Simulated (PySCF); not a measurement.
Excited-state calculation of B₂Si₂H₈O₃

- system: B₂Si₂H₈O₃, SMILES OB(O)OB([SiH3])[SiH3]
- method: TDDFT CAM-B3LYP/def2-SVPD, vertical, gas phase, core orbitals frozen in the response (PySCF 2.14.0)

The geometry comes from this level: PBE0-D3(BJ)/def2-SVP.

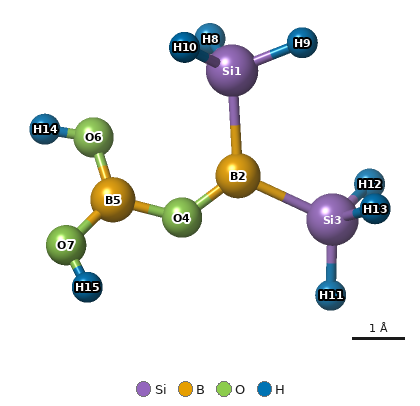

The structure (ball-and-stick view, seen at a tilt; atoms are numbered from 1 in the order of the input).

## Input
```
{"job": {"kind": "uv", "xc": "CAM-B3LYP", "basis": "def2-SVPD", "nstates": 6, "ntriplets": 2, "ip": true}, "charge": 0, "multiplicity": 1}
Si    -0.998420     0.376471     1.588914
B     -0.101759     0.486939    -0.252066
Si    -0.441564     2.135751    -1.403880
O      0.717560    -0.482997    -0.736107
B      0.981419    -1.739677    -0.212790
O      0.090105    -2.294388     0.639980
O      2.114011    -2.391716    -0.573336
H     -2.212997    -0.497857     1.540582
H     -1.461967     1.746112     1.989059
H     -0.084034    -0.118439     2.667879
H      0.108810     2.044120    -2.794721
H     -1.916427     2.394282    -1.493877
H      0.165767     3.336019    -0.738478
H      0.373488    -3.151810     0.972649
H      2.655226    -1.876395    -1.180239
```

The first line tells a small driver script what to run in PySCF; the rest is the geometry in Å.

Machine: 1 CPU thread, shared host.

Launched with:
```bash
OMP_NUM_THREADS=1 python <driver script> task.json out
```

## Log
```
coarse grid: 13640 points
cycle   1  E = -858.5655084927  dE =  6.181e-01  |g| = 9.602e-01  |ddm| = 5.727e+00
cycle   2  E = -858.5032519626  dE =  6.226e-02  |g| = 1.167e+00  |ddm| = 2.728e+00
cycle   3  E = -858.7443672778  dE = -2.411e-01  |g| = 6.283e-02  |ddm| = 1.237e+00
cycle   4  E = -858.7449174205  dE = -5.501e-04  |g| = 4.658e-02  |ddm| = 2.120e-01
cycle   5  E = -858.7453094032  dE = -3.920e-04  |g| = 1.054e-02  |ddm| = 6.838e-02
cycle   6  E = -858.7453321625  dE = -2.276e-05  |g| = 1.549e-03  |ddm| = 2.557e-02
cycle   7  E = -858.7453329289  dE = -7.664e-07  |g| = 4.861e-04  |ddm| = 7.402e-03
final grid: 122872 points
cycle   8  E = -858.8810117259  dE = -3.529e-05  |g| = 2.473e-03  |ddm| = 7.480e-02
cycle   9  E = -858.8810117755  dE = -4.961e-08  |g| = 2.608e-03  |ddm| = 7.346e-03
cycle  10  E = -858.8810129366  dE = -1.161e-06  |g| = 2.475e-04  |ddm| = 2.692e-03
cycle  11  E = -858.8810129495  dE = -1.291e-08  |g| = 1.230e-04  |ddm| = 6.614e-04
cycle  12  E = -858.8810129525  dE = -3.033e-09  |g| = 3.430e-05  |ddm| = 1.795e-04
cycle  13  E = -858.8810129528  dE = -2.733e-10  |g| = 8.383e-06  |ddm| = 5.997e-05
```

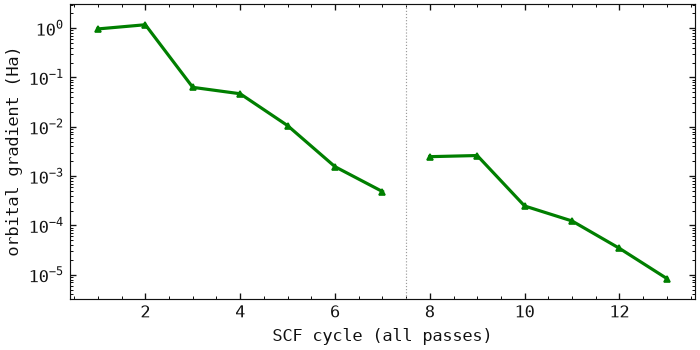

Convergence of the self-consistent field: orbital gradient against the SCF cycle. The dotted line marks the change from a coarse to the final integration grid. The first 7 cycles use a coarse grid, the final grid takes over at cycle 8, and the field converges after 13 cycles in all.

```
converged SCF energy = -858.8810129528

Static polarisability (au): isotropic 98.910, principal 79.214 103.349 114.168

Singlet excitations
state   eV       nm        f      main configurations
  1   3.7052    334.6   0.00010   H->L 0.98
  2   6.1112    202.9   0.00286   H->L+1 0.79, H->L+2 0.10
  3   6.6784    185.6   0.00346   H-1->L 0.86
  4   6.9464    178.5   0.15019   H->L+3 0.35, H->L+4 0.31, H->L+7 0.09
  5   6.9866    177.5   0.02304   H-3->L 0.76
  6   7.0472    175.9   0.00508   H->L+2 0.51, H->L+4 0.13, H->L+1 0.13

Triplet excitations (Tamm-Dancoff, eV): 3.0609 5.8126
Vertical ionisation energy (delta-SCF) = 9.0090 eV
Vertical electron affinity (delta-SCF) = 0.1464 eV
```

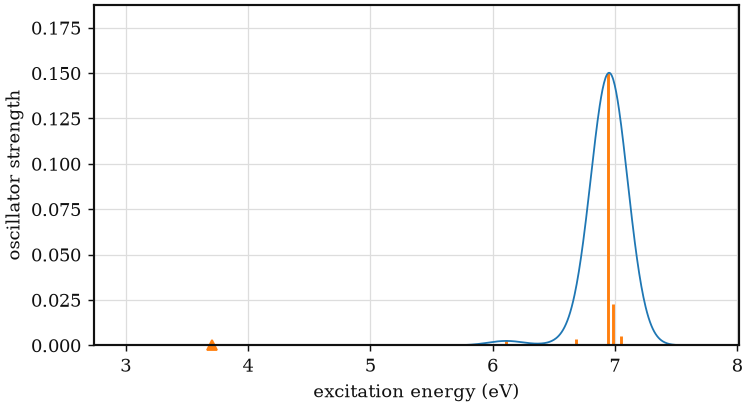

Computed excitations as sticks (degenerate states added up, dark ones marked on the axis), with a Gaussian envelope of 0.35 eV full width at half maximum, scaled to the tallest. Of the 6 states the lowest lies at 3.71 eV (f = 0.000); the strongest line is at 6.95 eV, or 178 nm (f = 0.150).

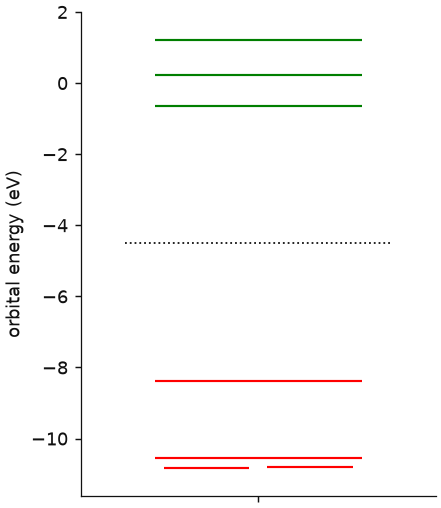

Orbital energies near the frontier; the dotted line parts filled from empty levels, and levels within 0.02 eV of each other stand side by side. Highest filled −8.37 eV, lowest empty −0.65 eV, 7.72 eV apart.

## Summary

| quantity | value |
| --- | --- |
| outcome | converged |
| total energy | −858.881013 hartree |
| HOMO | −8.37 eV |
| LUMO | −0.65 eV |
| dipole moment | 2.49 D |
| mean polarisability | 98.91 a.u. |
| vertical ionisation energy | 9.01 eV |
| vertical electron affinity | 0.15 eV |
| lowest singlet excitation | 3.71 eV |
| wall time | 1.7 min |
| peak memory | 1.2 GiB |
